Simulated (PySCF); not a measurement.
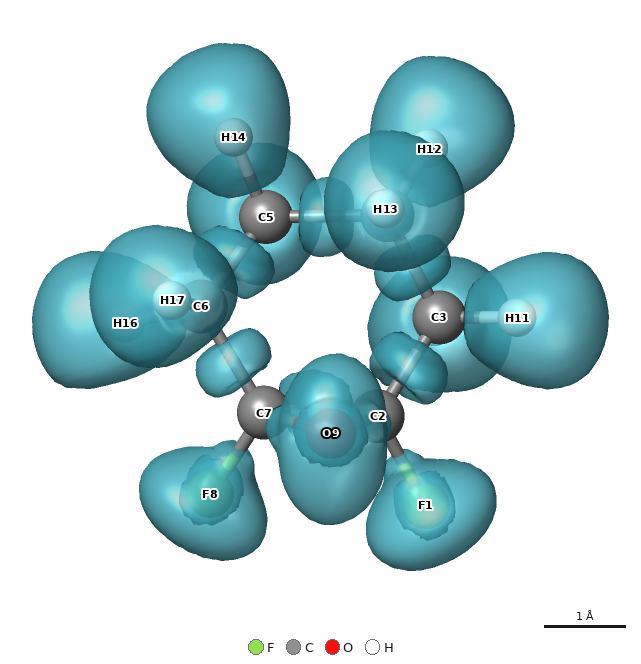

C$_{6}$H$_{8}$F$_{2}$O. Isosurface of the electron localisation function at 0.75 (cyan), seen at a tilt. Core shells and regions of very low density are left out.

Geometry: GFN2-xTB, MD frame at 250 fs, 300 K.

All numbers below come from PBE0/pcSseg-1, SCF density, gas phase, non-relativistic in PySCF.

Input

```
{"job": {"kind": "nmr", "xc": "PBE0", "basis": "pcSseg-1", "pop": false}, "charge": 0, "multiplicity": 1}
F     -0.711600     2.778900     0.027400
C     -0.386800     1.490900     0.297900
C     -1.653500     0.658300     0.318000
C     -1.347600    -0.797900     0.585300
C     -0.271300    -1.263500    -0.447200
C      1.030400    -0.564200    -0.391000
C      0.817000     0.943300    -0.212800
F      1.533800     1.696600    -0.970000
O      0.698000     1.369300     1.116100
H     -2.048800     0.853500    -0.707700
H     -2.258100     0.953400     1.134500
H     -2.275900    -1.342500     0.438600
H     -0.870500    -0.986300     1.565400
H     -0.112700    -2.364100    -0.195100
H     -0.690900    -1.180800    -1.441500
H      1.614200    -0.641700    -1.365700
H      1.755400    -0.861300     0.383500
```

Run with:

```sh
OMP_NUM_THREADS=1 python probes_run.py task.json out
```

Question: What do the ELF domains correspond to?

Answer: At this value the surface marks out six regions between bonded C–C atoms (shared pairs), eight regions around hydrogen nuclei, two regions on F in which the atom's valence shell and bonds are merged and one region on O in which the atom's valence shell and bonds are merged. Profiles from the grid: C–F (1.29 Å): the ELF peaks at about 0.85 between the atoms; a shared but strongly polarised pair. C–O (1.36 Å): the ELF peaks at about 0.80 between the atoms, as expected for a shared but strongly polarised pair.
